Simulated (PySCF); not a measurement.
# BH2F (SMILES [H]B([H])F): CCSDTQ/STO-3G

What is the energy change on altering one bond length of BH2F at CCSDTQ/STO-3G? 

The calculation is run with PySCF 2.14.0.

7 further runs of the same task are left out: 7 set aside as unsound or not needed.

### Step 1. The structure to begin with

The species is BH2F (4 atoms), meant as a singlet with charge 0. SMILES: `[H]B([H])F`. The shape is that of a GFN2-xTB optimisation.

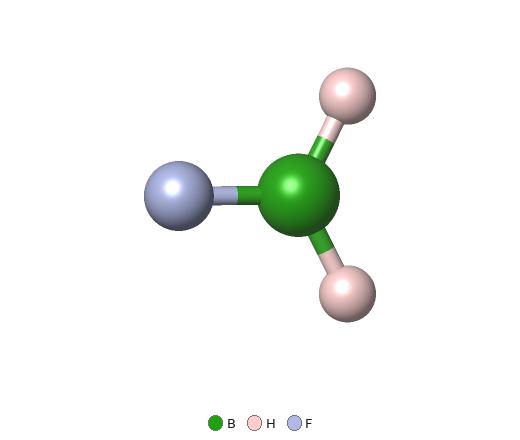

The structure, seen from a chosen angle (boron green, hydrogen pink, fluorine light blue).

### Step 2. A single-point energy at CCSDTQ/STO-3G

File run.py:

```python
from pyscf import gto, scf, cc

mol = gto.Mole()
mol.atom = [
    ('B', (0.029990, 0.049200, 0.000600)),
    ('H', (1.198420, -0.033970, 0.015630)),
    ('H', (-0.578270, 1.050180, -0.019450)),
    ('F', (-0.650140, -1.065400, 0.003230)),
]
mol.basis = 'sto-3g'
mol.max_memory = 1860
mol.verbose = 3
mol.build()

hf = scf.RHF(mol)
hf.conv_tol = 1e-10
hf.kernel()
if not hf.converged:
    hf = hf.newton().run(hf.mo_coeff, hf.mo_occ)

mycc = cc.CCSDTQ(hf, frozen=2)
mycc.kernel()
e_final = mycc.e_tot
print('E(%s) = %.9f' % ('CCSDTQ', e_final))
```

Launch:

```bash
$ OMP_NUM_THREADS=1 python run.py
```

The log of the run:

```text
converged SCF energy = -123.602860615833
_make_eris_incore_RCCSDTQ

WARN: A large `blksize` is being used, which may cause large memory consumption
      for storing contraction intermediates. If memory is sufficient, consider using
      `pyscf.cc.rccsdtq_highm.RCCSDTQ` instead.

RCCSDTQ converged
E(RCCSDTQ) = -123.6852146979178   E_corr = -0.08235408208494227
E_corr(same-spin) = -0.0114842292999976
E_corr(oppo-spin) = -0.0708698527849447
E(CCSDTQ) = -123.685214698
```

Run time: 4.5 s. Hardware: 1 thread of Arm Neoverse V1, shared host; peak memory 0.11 GiB.

### Step 3. The distorted shape at the same level

File run.py:

```python
from pyscf import gto, scf, cc

mol = gto.Mole()
mol.atom = 'B 0.370062 0.606511 -0.000715; H 1.538492 0.523341 0.014315; H -0.238198 1.607491 -0.020765; F -0.650140 -1.065400 0.003230'
mol.spin = 0
mol.max_memory = 1860
mol.verbose = 3
mol.basis = 'sto-3g'
mol.build()

calc0 = scf.RHF(mol)
calc0.conv_tol = 1e-10
calc0.kernel()
if not calc0.converged:
    calc0 = calc0.newton().run(calc0.mo_coeff, calc0.mo_occ)

mycc = cc.CCSDTQ(calc0, frozen=2)
mycc.kernel()
energy = mycc.e_tot
print(f'total energy: {energy:.8f} hartree')
```

Launch:

```bash
$ OMP_NUM_THREADS=1 python run.py
```

The log of the run:

```text
converged SCF energy = -123.412197004041
_make_eris_incore_RCCSDTQ

WARN: A large `blksize` is being used, which may cause large memory consumption
      for storing contraction intermediates. If memory is sufficient, consider using
      `pyscf.cc.rccsdtq_highm.RCCSDTQ` instead.

RCCSDTQ converged
E(RCCSDTQ) = -123.5315419337485   E_corr = -0.119344929707876
E_corr(same-spin) = -0.00715878622169123
E_corr(oppo-spin) = -0.112186143486185
total energy: -123.53154193 hartree
```

It took 6.6 s on 1 thread of Arm Neoverse V1, shared host; peak memory 0.11 GiB.

### Step 4. What came out

At CCSDTQ/STO-3G, 2 core orbitals frozen:

```
                                                         quantity          value
                                        first shape: total energy  -123.68521 Eh
                first shape: dipole moment (Hartree–Fock density)         0.19 D
                 first shape: HOMO energy (Hartree–Fock orbitals)      -11.04 eV
                 first shape: LUMO energy (Hartree–Fock orbitals)        7.54 eV
               first shape: HOMO–LUMO gap (Hartree–Fock orbitals)       18.58 eV
         first shape: correlation energy (2 core orbitals frozen)      -82.4 mEh
                                       first shape: T1 diagnostic          0.019
                                    distorted shape: total energy  -123.53154 Eh
            distorted shape: dipole moment (Hartree–Fock density)         1.65 D
             distorted shape: HOMO energy (Hartree–Fock orbitals)       -9.39 eV
             distorted shape: LUMO energy (Hartree–Fock orbitals)        5.81 eV
           distorted shape: HOMO–LUMO gap (Hartree–Fock orbitals)       15.20 eV
     distorted shape: correlation energy (2 core orbitals frozen)     -119.3 mEh
                                   distorted shape: T1 diagnostic          0.035
energy change with the B1–F4 bond stretched from 1.306 to 1.959 Å       4.182 eV
```

What this shows: With the B1–F4 bond stretched from 1.306 to 1.959 Å the energy rises by 4.18 eV (96 kcal/mol). The first shape isn't relaxed at this level, so the change isn't measured from a minimum. The minimal basis adds a large error of its own. Mulliken charges (first shape) of the mean-field density run from -0.18 on F4 to +0.33 on B1; they depend strongly on the basis. Mulliken charges (distorted shape) of the mean-field density run from -0.18 on F4 to +0.27 on B1.
